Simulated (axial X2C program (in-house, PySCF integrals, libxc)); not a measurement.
**SbCu⁺: EOM-IP-CCSD levels**

Aim: EOM-IP-CCSD levels of SbCu⁺, with spin–orbit coupling in the Hamiltonian from the start.

Computed with an in-house X2C program for linear molecules on PySCF integrals. Level: two-component X2C with atomic mean-field terms, Sb dyall-cv3z, Cu dyall-cv3z.

All values are calculated.

### Step 1. Input

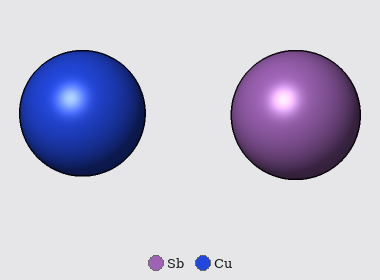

The two atoms at 2.520 Å (antimony purple, copper blue).

Contents of task.json:

```json
{
 "zs": [
  51,
  29
 ],
 "q": 1,
 "bas": [
  "dyall-cv3z",
  "dyall-cv3z"
 ],
 "r0": 2.52,
 "eom": "ip",
 "rq": 0,
 "thr": -1.0,
 "nmax": 95,
 "grid": [
  1,
  0.96,
  1.045,
  0.92,
  1.09,
  1.15
 ]
}
```

Keys: zs atomic numbers; q charge; bas basis sets; r0 starting distance in Å; eom kind of EOM run; thr threshold in hartree for freezing inner shells (an s shell follows its p shell); nmax most natural virtual spinors; grid distances as factors.

Run with:

```sh
$ python soeom.py task.json out
```

Nuclei are Gaussian, cores are contracted, and the Gaunt term is on.

### Step 2. EOM-IP-CCSD at 2.414 Å

The scan is centred on the PBE0 minimum at charge 0, found in a step that isn't shown, not on the typed r0.

Reference: the closed shell SbCu; 16 electrons correlated and 64 frozen, 88 virtual spinors; roots sought by Ω: 1/2: 4, 3/2: 3, 5/2: 1.

Output:

```text
two-component X2C + atomic mean field  HF
basis functions 229  fitting functions 1235  grid points 5800
iter        total energy     max residual
   1      -8127.958687037     3.67e-01
   2      -8128.001045663     3.74e-02
   3      -8127.997646588     5.57e-02
   4      -8128.009328367     3.76e-03
   5      -8128.009851326     2.18e-03
   6      -8128.010039695     7.44e-04
   7      -8128.010089260     4.05e-04
   8      -8128.010098354     1.41e-04
   9      -8128.010099049     5.49e-05
  10      -8128.010099159     2.25e-05
  11      -8128.010099176     5.06e-06
  12      -8128.010099177     2.23e-06
  13      -8128.010099177     8.26e-07
converged
one-electron -11847.64573877  Coulomb 3635.54603626  exact exchange -235.84066147  xc functional 0.00000000  nuclear repulsion 324.21420669  atomic mean-field constant -4.28394189
correlated 16  virtual 308  natural virtual 88  E(MP2) -0.637440354  MP2 remainder -0.067929712
iter   CCSD correlation   residual
   1     -0.480131365   2.81e-01
   2     -0.514583309   1.81e-01
   3     -0.522052160   7.66e-02
   4     -0.523097158   5.36e-02
   5     -0.523735869   3.14e-02
   6     -0.524851999   1.85e-02
   7     -0.525015542   7.99e-03
   8     -0.524809723   3.80e-03
   9     -0.525002384   2.14e-03
  10     -0.524925544   1.28e-03
  11     -0.524932004   7.84e-04
  12     -0.524936701   4.50e-04
  13     -0.524929425   2.70e-04
  14     -0.524928368   1.46e-04
  15     -0.524928656   7.78e-05
  16     -0.524928692   3.59e-05
  17     -0.524929133   2.43e-05
  18     -0.524929571   1.64e-05
  19     -0.524929557   1.11e-05
(T) -0.024957501  T1 0.0437  D1 0.0959  max T2 0.247
EOM-IP-CCSD roots
2*Omega      energy/Eh   energy/eV  one-particle weight
    1       0.27297880      7.4281      0.950
    1       0.30083635      8.1862      0.917
    1       0.38005607     10.3419      0.455
    1       0.39035747     10.6222      0.444
    3       0.34023411      9.2582      0.006
    3       0.35833729      9.7509      0.017
    3       0.38219851     10.4002      0.844
    5       0.37778932     10.2802      0.880
```

T1 in the output is the amplitude norm over the root of the electron number; divide by √2 for the Lee–Taylor value.

| Ω | vertical IE (eV) | above lowest (cm⁻¹) | spinor | weight |
| --- | --- | --- | --- | --- |
| 1/2 | 7.428 | 0 | 79% Sb pπ, 8% Cu pπ | 0.95 |
| 1/2 | 8.186 | 6110 | 61% Sb pσ, 21% Cu sσ, 7% Sb pπ | 0.92 |
| 5/2 | 10.280 | 23000 | 100% Cu dδ | 0.88 |
| 3/2 | 10.400 | 23970 | 57% Cu dπ, 42% Cu dδ | 0.84 |

Run time: 15 s. Hardware: 1 thread of Arm Neoverse V1, shared host; peak memory 0.99 GiB.

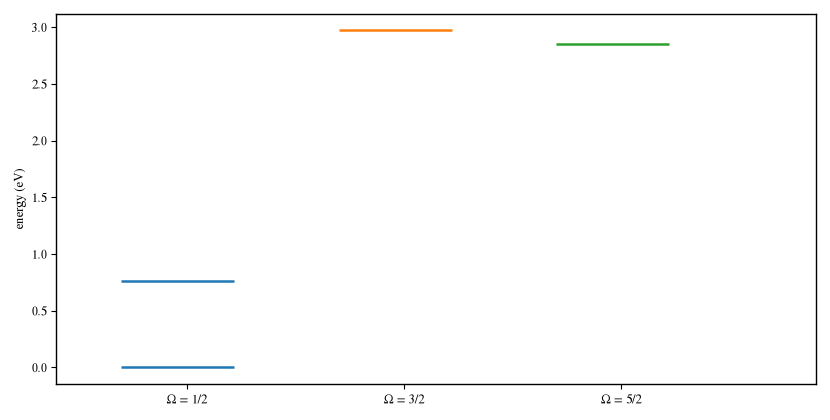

The roots by Ω, from the lowest.

### Step 3. EOM-IP-CCSD at 2.317 Å

```
  Ω  vertical IE (eV)  above lowest (cm⁻¹)                         spinor  weight
1/2             7.446                    0  78% Sb pπ, 9% Cu pπ, 7% Cu dπ    0.95
1/2             8.257                 6540           62% Sb pσ, 21% Cu sσ    0.92
5/2            10.399                23820                     100% Cu dδ    0.88
3/2            10.554                25070           54% Cu dδ, 45% Cu dπ    0.86
```

It took 20 s on 1 thread of Arm Neoverse V1, shared host; peak memory 1 GiB.

### Step 4. EOM-IP-CCSD at 2.523 Å

```
  Ω  vertical IE (eV)  above lowest (cm⁻¹)                          spinor  weight
1/2             7.406                    0             79% Sb pπ, 6% Cu pπ    0.95
1/2             8.102                 5620  60% Sb pσ, 21% Cu sσ, 9% Sb pπ    0.92
5/2            10.184                22410                      100% Cu dδ    0.88
3/2            10.268                23090            67% Cu dπ, 32% Cu dδ    0.84
```

It took 16 s on 1 thread of Arm Neoverse V1, shared host; peak memory 1 GiB.

### Step 5. EOM-IP-CCSD at 2.221 Å

```csv
Ω,vertical IE (eV),above lowest (cm⁻¹),spinor,weight
1/2,7.465,0,"76% Sb pπ, 10% Cu pπ, 7% Cu dπ",0.95
1/2,8.321,6910,"63% Sb pσ, 21% Cu sσ",0.92
5/2,10.555,24920,100% Cu dδ,0.87
3/2,10.744,26450,"68% Cu dδ, 31% Cu dπ",0.87
```

It took 17 s on 1 thread of Arm Neoverse V1, shared host; peak memory 1.1 GiB.

### Step 6. EOM-IP-CCSD at 2.631 Å

| Ω | vertical IE (eV) | above lowest (cm⁻¹) | spinor | weight |
| --- | --- | --- | --- | --- |
| 1/2 | 7.378 | 0 | 79% Sb pπ, 7% Sb pσ | 0.95 |
| 1/2 | 8.014 | 5130 | 58% Sb pσ, 21% Cu sσ, 12% Sb pπ | 0.91 |
| 5/2 | 10.119 | 22110 | 100% Cu dδ | 0.87 |
| 3/2 | 10.174 | 22550 | 74% Cu dπ, 26% Cu dδ | 0.84 |

Run time: 16 s. Hardware: 1 thread of Arm Neoverse V1, shared host; peak memory 1.1 GiB.

### Step 7. EOM-IP-CCSD at 2.776 Å

```
  Ω  vertical IE (eV)  above lowest (cm⁻¹)                           spinor  weight
1/2             7.332                    0   75% Sb pπ, 11% Sb pσ, 7% Cu sσ    0.94
1/2             7.897                 4550  54% Sb pσ, 20% Cu sσ, 18% Sb pπ    0.91
5/2            10.071                22090                       100% Cu dδ    0.86
3/2            10.095                22290             79% Cu dπ, 21% Cu dδ    0.84
1/2            10.158                22790             61% Cu dσ, 31% Cu dπ    0.70
```

Run time: 19 s. Hardware: 1 thread of Arm Neoverse V1, shared host; peak memory 1.1 GiB.

### Step 8. Curves of the states

Energies in eV from the lowest point of the lowest state; states are followed by energy order within each Ω.

| R (Å) | (1)Ω=1/2 | (2)Ω=1/2 | (1)Ω=5/2 | (3)Ω=3/2 |
| --- | --- | --- | --- | --- |
| 2.221 | 0.2753 | 1.1316 | 3.3654 | 3.5550 |
| 2.317 | 0.0796 | 0.8902 | 3.0330 | 3.1873 |
| 2.414 | 0.0000 | 0.7580 | 2.8520 | 2.9720 |
| 2.523 | 0.0005 | 0.6967 | 2.7786 | 2.8632 |
| 2.631 | 0.0597 | 0.6956 | 2.8011 | 2.8556 |
| 2.776 | 0.1875 | 0.7522 | 2.9262 | 2.9508 |

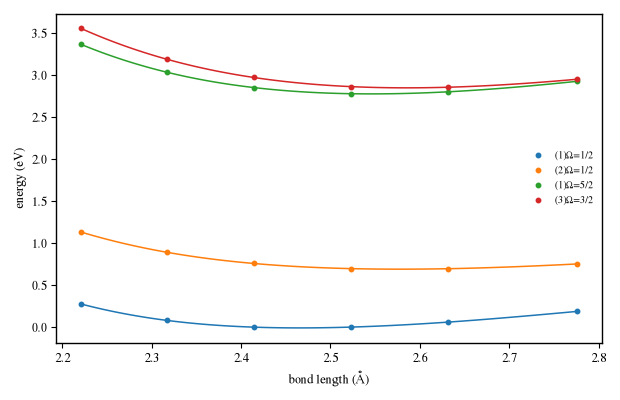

The states along the bond.

Constants where two fits of the minimum agree (masses 120.904 and 62.930 u; curves that fail this test are left out):

```
   state  Te (cm⁻¹)  Re (Å)  ωe (cm⁻¹)
(1)Ω=1/2          0   2.465      205.2
```

### Step 9. Outcome

| quantity | value |
| --- | --- |
| lowest root at 2.414 Å | Ω = 1/2, 7.428 eV |
| next root with a one-particle weight over 0.6 | Ω = 1/2, about 6110 cm⁻¹ higher |
| T1 of the reference | 0.031 |
| lowest state, Re and ωe | 2.465 Å, 205.2 cm⁻¹ |

Removing an electron from the reference determinant of SbCu costs 7.43 eV and empties a spinor of 79% Sb pπ, 8% Cu pπ. The closed-shell reference lies 0.41 eV above the lowest determinant found, so these energies count from an excited configuration. Errors of 0.1 to 0.3 eV are usual at this size, and roots led by higher excitations are left out, as are roots with a one-particle weight under 0.6, so the list is incomplete, and low states of that kind can be missing. T1 or the largest double amplitude of the reference is raised, which lowers the reliability. The bond is 0.029 Å longer than in the closed-shell reference at CCSD (2.437 Å).
